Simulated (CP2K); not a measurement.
# AlSiH3O (SMILES [O]1[AlH][SiH2]1): AM1

What is the energy difference between two shapes of AlSiH3O at AM1? 

The results are computed with CP2K 2026.2.

1 further run of the same task is left out (set aside as unsound or not needed).

## Step 1: Starting point

AlSiH3O: 6 atoms, total charge 0, spin state singlet. As SMILES, `[O]1[AlH][SiH2]1`. Geometry: a GFN2-xTB relaxation, a rough one for these elements and not checked as a minimum.

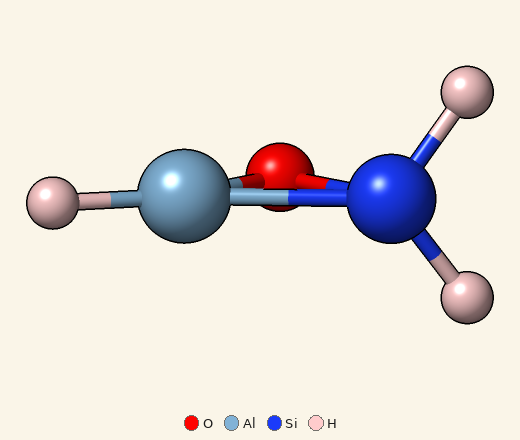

The structure, seen from a chosen angle (oxygen red, aluminium light blue, silicon blue, hydrogen pink).

## Step 2: The energy at AM1

Input file run.inp:

```
&GLOBAL
  PROJECT_NAME run
  RUN_TYPE ENERGY
  PRINT_LEVEL MEDIUM
&END
&FORCE_EVAL
  METHOD Quickstep
  &DFT
    &QS
      METHOD AM1
      EPS_DEFAULT 1.0E-10
      &SE
        &COULOMB
          CUTOFF [angstrom] 50
          RC_RANGE [angstrom] 0
        &END
        &EXCHANGE
          CUTOFF [angstrom] 50
          RC_RANGE [angstrom] 0
        &END
      &END
    &END
    &POISSON
      PERIODIC NONE
      POISSON_SOLVER ANALYTIC
    &END
    &SCF
      SCF_GUESS ATOMIC
      EPS_SCF 1.0E-07
      MAX_SCF 100
      ADDED_MOS 8
      &DIAGONALIZATION
        ALGORITHM STANDARD
      &END
      &MIXING
        METHOD DIRECT_P_MIXING
        ALPHA 0.4
      &END
    &END
    &PRINT
      &MOMENTS
        PERIODIC F
        REFERENCE COM
        MAX_MOMENT 1
      &END
      &MO ON
        ENERGIES T
        OCCUPATION_NUMBERS T
        NDIGITS 6
        &EACH
          QS_SCF 0
        &END
        ADD_LAST NUMERIC
      &END
      &HIRSHFELD OFF
      &END
    &END
  &END
  &SUBSYS
    &CELL
      ABC 12.5 14.1 12.2
      PERIODIC NONE
    &END
    &COORD
      O     -0.895960    -0.720060    -0.232280
      Al     0.614670    -1.220210     0.248990
      Si    -0.064870     0.991190    -0.071440
      H      1.552060    -2.402870     0.593840
      H     -0.264630     1.617310    -1.389490
      H     -0.941270     1.734640     0.850360
    &END
    &TOPOLOGY
      &CENTER_COORDINATES
      &END
    &END
  &END
&END
```

Run with:

```sh
OMP_NUM_THREADS=1 cp2k.psmp -i run.inp > run.out 2>&1
```

The log of the run, shortened:

```text
CP2K| version string:                                       CP2K version 2026.2
[...]
 GLOBAL| Method name                                                        CP2K
[...]
 GLOBAL| Run type                                                         ENERGY
[...]
 *** WARNING in qs_environment.F:2210 :: More added MOs requested than     ***
 *** available. The full set of unoccupied MOs will be used. Use           ***
 *** 'ADDED_MOS -1' to always use all available MOs and to get rid of this ***
[...]
                             - Atoms:                                          6
[...]
                             - Spherical basis functions:                     15
[...]
 Number of electrons:                                                         16
[...]
     1 P_Mix/Diag. 0.40E+00    0.0     0.76098443       -15.2286821291 -1.52E+01
[...]
    24 DIIS/Diag.  0.62E-07    0.0     0.00000009       -18.1410918866 -1.28E-13
  *** SCF run converged in    24 steps ***
  Core-core repulsion energy [eV]:                            564.39019010098059
  Core Hamiltonian energy [eV]:                              -787.16088023627606
  Two-electron integral energy [eV]:                         -541.74704953481933
  Electronic energy [eV]:                                   -1058.03440500368561
  Total energy [eV]:                                         -493.64421490270502
  Atomic reference energy [eV]:                               493.21939687897537
  Heat of formation [kcal/mol]:                                -9.79653713224894
[...]
 SE_DIPOLE| Moment [Debye]         -2.02013741       0.58613752      -0.63903702
 SE_DIPOLE| Derivative [a.u.]       0.00000000       0.00000000       0.00000000
 ENERGY| Total FORCE_EVAL ( QS ) energy [hartree]            -18.141091886576973
[...]
```

Wall time 0.93 s (1 thread of Intel Xeon 6975P-C (Granite Rapids), shared host); peak memory 0.18 GiB.

## Step 3: The distorted shape, same level

Input file gas.inp:

```
&GLOBAL
    PROJECT gas
    RUN_TYPE ENERGY
    PRINT_LEVEL MEDIUM
&END GLOBAL
&FORCE_EVAL
    METHOD Quickstep
    &DFT
        CHARGE 0
        MULTIPLICITY 1
        &QS
            METHOD AM1
            EPS_DEFAULT 1.0E-10
            &SE
                &COULOMB
                    CUTOFF [angstrom] 50
                    RC_RANGE [angstrom] 0
                &END COULOMB
                &EXCHANGE
                    CUTOFF [angstrom] 50
                    RC_RANGE [angstrom] 0
                &END EXCHANGE
            &END SE
        &END QS
        # cluster boundary conditions
        &POISSON
            PERIODIC NONE
            POISSON_SOLVER ANALYTIC
        &END POISSON
        &SCF
            SCF_GUESS ATOMIC
            EPS_SCF 1.0E-07
            MAX_SCF 100
            ADDED_MOS 8
            &DIAGONALIZATION
                ALGORITHM STANDARD
            &END DIAGONALIZATION
            &MIXING
                METHOD DIRECT_P_MIXING
                ALPHA 0.4
            &END MIXING
        &END SCF
        &PRINT
            &MOMENTS
                PERIODIC F
                REFERENCE COM
                MAX_MOMENT 1
            &END MOMENTS
            &MO ON
                ENERGIES T
                OCCUPATION_NUMBERS T
                NDIGITS 6
                &EACH
                    QS_SCF 0
                &END EACH
                ADD_LAST NUMERIC
            &END MO
            &HIRSHFELD OFF
            &END HIRSHFELD
        &END PRINT
    &END DFT
    &SUBSYS
        # box in angstrom
        &CELL
            ABC [angstrom] 12.6 14.2 12.3
            PERIODIC NONE
        &END CELL
        &COORD
            O     -0.961339    -0.751197    -0.212281
            Al     0.649923    -1.204919     0.280351
            Si    -0.104335     1.033842    -0.062820
            H      1.559495    -2.406850     0.602991
            H     -0.217108     1.558058    -1.382436
            H     -0.991823     1.753998     0.959836
        &END COORD
        &TOPOLOGY
            &CENTER_COORDINATES
            &END CENTER_COORDINATES
        &END TOPOLOGY
    &END SUBSYS
&END FORCE_EVAL
```

Run with:

```sh
OMP_NUM_THREADS=1 cp2k.psmp gas.inp > gas.out
```

The log of the run, shortened:

```text
CP2K| version string:                                       CP2K version 2026.2
[...]
 GLOBAL| Method name                                                        CP2K
[...]
 GLOBAL| Run type                                                         ENERGY
[...]
 *** WARNING in qs_environment.F:2210 :: More added MOs requested than     ***
 *** available. The full set of unoccupied MOs will be used. Use           ***
 *** 'ADDED_MOS -1' to always use all available MOs and to get rid of this ***
[...]
                             - Atoms:                                          6
[...]
                             - Spherical basis functions:                     15
[...]
 Number of electrons:                                                         16
[...]
     1 P_Mix/Diag. 0.40E+00    0.0     0.74978005       -15.2839939426 -1.53E+01
[...]
    24 DIIS/Diag.  0.78E-07    0.0     0.00000009       -18.1373407522 -1.17E-13
  *** SCF run converged in    24 steps ***
  Core-core repulsion energy [eV]:                            552.33610819460205
  Core Hamiltonian energy [eV]:                              -785.54655119552751
  Two-electron integral energy [eV]:                         -520.66339669112540
  Electronic energy [eV]:                                   -1045.87824954109010
  Total energy [eV]:                                         -493.54214134648811
  Atomic reference energy [eV]:                               493.21939687897537
  Heat of formation [kcal/mol]:                                -7.44266482023923
[...]
 SE_DIPOLE| Moment [Debye]         -2.15840576       0.15752824      -0.66754359
 SE_DIPOLE| Derivative [a.u.]       0.00000000       0.00000000       0.00000000
 ENERGY| Total FORCE_EVAL ( QS ) energy [hartree]            -18.137340752244555
[...]
```

Run time: 0.91 s. Hardware: 1 thread of Intel Xeon 6975P-C (Granite Rapids), shared host; peak memory 0.18 GiB.

## Step 4: What came out

At AM1:

```
                              quantity          value
             first shape: total energy   -18.14109 Eh
            first shape: dipole moment         2.20 D
              first shape: HOMO energy       -8.67 eV
              first shape: LUMO energy       -1.28 eV
            first shape: HOMO–LUMO gap        7.39 eV
        first shape: heat of formation  -9.8 kcal/mol
         distorted shape: total energy   -18.13734 Eh
        distorted shape: dipole moment         2.26 D
          distorted shape: HOMO energy       -8.72 eV
          distorted shape: LUMO energy       -1.35 eV
        distorted shape: HOMO–LUMO gap        7.37 eV
    distorted shape: heat of formation  -7.4 kcal/mol
energy change with the atoms displaced       0.102 eV
```

In words: With the atoms displaced the energy rises by 0.10 eV (2.4 kcal/mol). The first shape isn't relaxed at this level, so the change isn't measured from a minimum.
